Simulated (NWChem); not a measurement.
Single-point calculation of C2H3F3 (charge +1) (part 3 of 3)

Continued. System: C2H3F3, charge +1, multiplicity 2. Method: HF/STO-3G, UHF (NWChem 7.3.0). The geometry is that of the parent species in another charge or spin state. The geometry comes from this level: PBE0-D4/def2-TZVP.

Geometry of the input (Å):
```
F  -1.1428  -0.6810  1.1631
C  -0.1882  0.1951  0.7118
C  0.1729  -0.1524  -0.7113
F  0.8242  -1.3358  -0.7565
F  1.0117  0.8036  -1.1822
H  0.7017  0.1189  1.3425
H  -0.5885  1.2115  0.7473
H  -0.6988  -0.2170  -1.3705
```

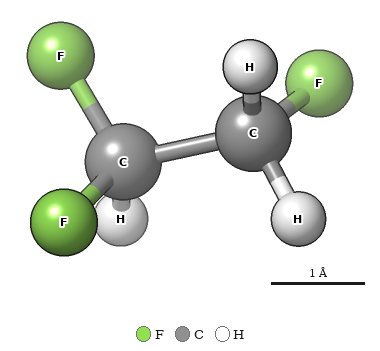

The input geometry (ball-and-stick view, seen at a tilt).

**What the program printed, continued**
```
 Vector   26  Occ=0.000000D+00  E= 4.231960D-01
              MO Center= -5.6D-02,  4.8D-01,  5.8D-02, r^2= 1.8D+00
   Bfn.  Coefficient  Atom+Function         Bfn.  Coefficient  Atom+Function
  ----- ------------  ---------------      ----- ------------  ---------------
    27     -0.883493  7 H  s                  7      0.851804  2 C  s
    14     -0.744483  3 C  py                 9      0.678768  2 C  py
    23     -0.270418  5 F  px                10     -0.241315  2 C  pz
    12     -0.235074  3 C  s                 19     -0.229026  4 F  py
    22      0.223763  5 F  s                 15     -0.210822  3 C  pz

 Vector   27  Occ=0.000000D+00  E= 4.384650D-01
              MO Center=  5.7D-01, -2.0D-01, -3.8D-01, r^2= 1.7D+00
   Bfn.  Coefficient  Atom+Function         Bfn.  Coefficient  Atom+Function
  ----- ------------  ---------------      ----- ------------  ---------------
    12      0.954905  3 C  s                 26      0.571881  6 H  s
     8     -0.541161  2 C  px                19     -0.536977  4 F  py
    13      0.513028  3 C  px                 7     -0.428751  2 C  s
    24      0.407730  5 F  py                17     -0.373866  4 F  s
    22     -0.311136  5 F  s                 28     -0.236623  8 H  s

 Vector   28  Occ=0.000000D+00  E= 4.555331D-01
              MO Center= -2.7D-01, -1.3D-01, -8.5D-01, r^2= 1.6D+00
   Bfn.  Coefficient  Atom+Function         Bfn.  Coefficient  Atom+Function
  ----- ------------  ---------------      ----- ------------  ---------------
    28      1.120429  8 H  s                 12     -0.719913  3 C  s
    15      0.698721  3 C  pz                13      0.585846  3 C  px
     8     -0.439090  2 C  px                26      0.422141  6 H  s
     7     -0.201381  2 C  s                 27     -0.189018  7 H  s
    23     -0.161914  5 F  px                 9      0.152263  2 C  py

 center of mass
 --------------
 x =   0.27876279 y =  -0.48164586 z =  -0.31497948

 moments of inertia (a.u.)
 ------------------
         460.713191210895         -40.121161228029         212.003204690339
         -40.121161228029         480.918772155293          46.878705418487
         212.003204690339          46.878705418487         390.152004488092

  Mulliken analysis of the total density
  --------------------------------------

    Atom       Charge   Shell Charges
 -----------   ------   -------------------------------------------------------
    1 F    9     8.64   2.00  1.96  4.68
    2 C    6     6.00   1.99  1.22  2.78
    3 C    6     5.74   1.99  1.14  2.60
    4 F    9     9.10   2.00  1.95  5.15
    5 F    9     9.08   2.00  1.95  5.13
    6 H    1     0.80   0.80
    7 H    1     0.79   0.79
    8 H    1     0.87   0.87

  Mulliken analysis of the alpha density
  --------------------------------------

    Atom       Charge   Shell Charges
 -----------   ------   -------------------------------------------------------
    1 F    9     4.78   1.00  0.99  2.80
    2 C    6     2.96   1.00  0.60  1.36
    3 C    6     2.90   1.00  0.57  1.33
    4 F    9     4.56   1.00  0.97  2.58
    5 F    9     4.55   1.00  0.97  2.57
    6 H    1     0.41   0.41
    7 H    1     0.41   0.41
    8 H    1     0.43   0.43

   Mulliken analysis of the beta density
   -------------------------------------

    Atom       Charge   Shell Charges
 -----------   ------   -------------------------------------------------------
    1 F    9     3.85   1.00  0.97  1.88
    2 C    6     3.04   1.00  0.62  1.42
    3 C    6     2.83   1.00  0.57  1.27
    4 F    9     4.54   1.00  0.97  2.57
    5 F    9     4.53   1.00  0.97  2.55
    6 H    1     0.39   0.39
    7 H    1     0.38   0.38
    8 H    1     0.43   0.43

   Mulliken analysis of the spin density
   -------------------------------------

    Atom       Charge   Shell Charges
 -----------   ------   -------------------------------------------------------
    1 F    9     0.93   0.00  0.01  0.92
    2 C    6    -0.08  -0.00 -0.02 -0.06
    3 C    6     0.07   0.00  0.01  0.06
    4 F    9     0.01   0.00  0.00  0.01
    5 F    9     0.02  -0.00 -0.00  0.02
    6 H    1     0.01   0.01
    7 H    1     0.03   0.03
    8 H    1    -0.00  -0.00

       Multipole analysis of the density wrt the origin
       ------------------------------------------------

     L   x y z        total         alpha         beta         nuclear
     -   - - -        -----         -----         ----         -------
     0   0 0 0      1.000000    -21.000000    -20.000000     42.000000

     1   1 0 0     -1.215257     -4.924714     -6.798365     10.507821
     1   0 1 0     -0.108895      9.535480      8.400996    -18.045371
     1   0 0 1      1.378895      5.663098      7.541891    -11.826094

     2   2 0 0    -15.189569    -61.347441    -56.683166    102.841038
     2   1 1 0      0.851787     -7.155154     -4.692622     12.699563
     2   1 0 1     -0.930406     52.529712     48.030541   -101.490659
     2   0 2 0    -16.704365    -59.312125    -57.174054     99.781813
     2   0 1 1     -0.264011      7.703555      5.380956    -13.348522
     2   0 0 2    -13.125788    -81.006767    -75.743270    143.624249

 Task  times  cpu:        6.1s     wall:        6.1s
 Total times  cpu:        6.1s     wall:        6.1s
```

**Key numbers**

```tsv
quantity	value
outcome	converged
total energy	−370.308282 hartree
basis functions	28
⟨S²⟩	0.755
hardware	1 thread of AMD EPYC (Zen 5), 176 GiB of memory available, shared host
wall time	6.6 s
peak memory	0.099 GiB
```
